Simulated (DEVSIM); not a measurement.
System: Schottky contact on n-type GaP, at 350 K.

| layer (left to right) | material | thickness (μm) | Nd (cm⁻³) | τn (s) | τp (s) |
|---|---|---|---|---|---|
| 1 | GaP | 1.40 | 2.7e16 | 2.9e-6 | 2.9e-6 |

Left contact: Schottky, work function 4.87 eV, emission velocity 3.6e6 cm/s. Right contact: ohmic. Voltage is applied to the left contact. Recombination: SRH at mid-gap, radiative, Auger. Mobility is μmin + (μ − μmin)/(1 + (N/Nref)^α).

The device is made up for the run: typed textbook-type constants, with dimensions and the other settings drawn at random. Values at 300 K; Nc and Nv go as T^1.5, mobilities as T to minus their exponent, the gap by Varshni's rule with the affinity fixed.

```tsv
parameter	GaP
gap (eV)	2.26
affinity (eV)	3.8
permittivity	11.1
Nc (cm⁻³)	1.8e19
Nv (cm⁻³)	1.9e19
μn (cm²/Vs)	250
μp (cm²/Vs)	150
μn,min	10
μp,min	10
Nref,n	4.4e18
Nref,p	1e18
αn	0.8
αp	0.85
T exponent of μn	1.6
T exponent of μp	1.98
B (cm³/s)	1e-13
Cn (cm⁶/s)	1e-30
Cp (cm⁶/s)	1e-30
Varshni α (eV/K)	0.00058
Varshni β (K)	372
```

Simulated with DEVSIM: 1D drift-diffusion, Boltzmann statistics, complete ionisation; no tunnelling, impact ionisation, image-force lowering or self-heating. Metal contacts follow the ideal Schottky-Mott rule: no Fermi-level pinning, no interface dipoles.

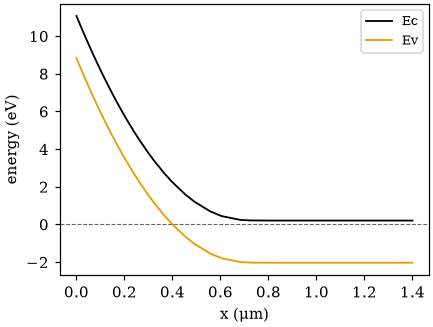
Figure: Band edges at -10.0 V on the left contact

Energies count from the Fermi level of the right contact; mesh points crowd at the junctions.

```json
[
 {"x (μm)": "0.000", "Ec (eV)": "11.070", "Ev (eV)": "8.831", "n (cm⁻³)": "510", "p (cm⁻³)": "350", "field (V/cm)": "-310000"},
 {"x (μm)": "0.007903", "Ec (eV)": "10.827", "Ev (eV)": "8.588", "n (cm⁻³)": "510", "p (cm⁻³)": "< 1e2", "field (V/cm)": "-310000"},
 {"x (μm)": "0.02005", "Ec (eV)": "10.460", "Ev (eV)": "8.220", "n (cm⁻³)": "520", "p (cm⁻³)": "< 1e2", "field (V/cm)": "-300000"},
 {"x (μm)": "0.03432", "Ec (eV)": "10.036", "Ev (eV)": "7.797", "n (cm⁻³)": "530", "p (cm⁻³)": "< 1e2", "field (V/cm)": "-290000"},
 {"x (μm)": "0.06290", "Ec (eV)": "9.214", "Ev (eV)": "6.975", "n (cm⁻³)": "560", "p (cm⁻³)": "< 1e2", "field (V/cm)": "-280000"},
 {"x (μm)": "0.09543", "Ec (eV)": "8.323", "Ev (eV)": "6.084", "n (cm⁻³)": "590", "p (cm⁻³)": "< 1e2", "field (V/cm)": "-270000"},
 {"x (μm)": "0.1336", "Ec (eV)": "7.335", "Ev (eV)": "5.096", "n (cm⁻³)": "630", "p (cm⁻³)": "< 1e2", "field (V/cm)": "-250000"},
 {"x (μm)": "0.2102", "Ec (eV)": "5.551", "Ev (eV)": "3.311", "n (cm⁻³)": "730", "p (cm⁻³)": "< 1e2", "field (V/cm)": "-220000"},
 {"x (μm)": "0.2972", "Ec (eV)": "3.833", "Ev (eV)": "1.594", "n (cm⁻³)": "890", "p (cm⁻³)": "< 1e2", "field (V/cm)": "-180000"},
 {"x (μm)": "0.3995", "Ec (eV)": "2.243", "Ev (eV)": "0.003", "n (cm⁻³)": "1200", "p (cm⁻³)": "< 1e2", "field (V/cm)": "-130000"},
 {"x (μm)": "0.5567", "Ec (eV)": "0.695", "Ev (eV)": "-1.544", "n (cm⁻³)": "2.2e9", "p (cm⁻³)": "< 1e2", "field (V/cm)": "-64000"},
 {"x (μm)": "0.8057", "Ec (eV)": "0.204", "Ev (eV)": "-2.036", "n (cm⁻³)": "2.7e16", "p (cm⁻³)": "< 1e2", "field (V/cm)": "-180"},
 {"x (μm)": "0.9549", "Ec (eV)": "0.203", "Ev (eV)": "-2.036", "n (cm⁻³)": "2.7e16", "p (cm⁻³)": "< 1e2", "field (V/cm)": "≈ 0"},
 {"x (μm)": "1.082", "Ec (eV)": "0.203", "Ev (eV)": "-2.036", "n (cm⁻³)": "2.7e16", "p (cm⁻³)": "< 1e2", "field (V/cm)": "≈ 0"},
 {"x (μm)": "1.194", "Ec (eV)": "0.203", "Ev (eV)": "-2.036", "n (cm⁻³)": "2.7e16", "p (cm⁻³)": "< 1e2", "field (V/cm)": "≈ 0"},
 {"x (μm)": "1.249", "Ec (eV)": "0.203", "Ev (eV)": "-2.036", "n (cm⁻³)": "2.7e16", "p (cm⁻³)": "< 1e2", "field (V/cm)": "≈ 0"},
 {"x (μm)": "1.297", "Ec (eV)": "0.203", "Ev (eV)": "-2.036", "n (cm⁻³)": "2.7e16", "p (cm⁻³)": "< 1e2", "field (V/cm)": "≈ 0"},
 {"x (μm)": "1.328", "Ec (eV)": "0.203", "Ev (eV)": "-2.036", "n (cm⁻³)": "2.7e16", "p (cm⁻³)": "< 1e2", "field (V/cm)": "≈ 0"},
 {"x (μm)": "1.359", "Ec (eV)": "0.203", "Ev (eV)": "-2.036", "n (cm⁻³)": "2.7e16", "p (cm⁻³)": "< 1e2", "field (V/cm)": "≈ 0"},
 {"x (μm)": "1.377", "Ec (eV)": "0.203", "Ev (eV)": "-2.036", "n (cm⁻³)": "2.7e16", "p (cm⁻³)": "< 1e2", "field (V/cm)": "≈ 0"},
 {"x (μm)": "1.389", "Ec (eV)": "0.203", "Ev (eV)": "-2.036", "n (cm⁻³)": "2.7e16", "p (cm⁻³)": "< 1e2", "field (V/cm)": "≈ 0"},
 {"x (μm)": "1.400", "Ec (eV)": "0.203", "Ev (eV)": "-2.036", "n (cm⁻³)": "2.7e16", "p (cm⁻³)": "< 1e2", "field (V/cm)": "≈ 0"}
]
```
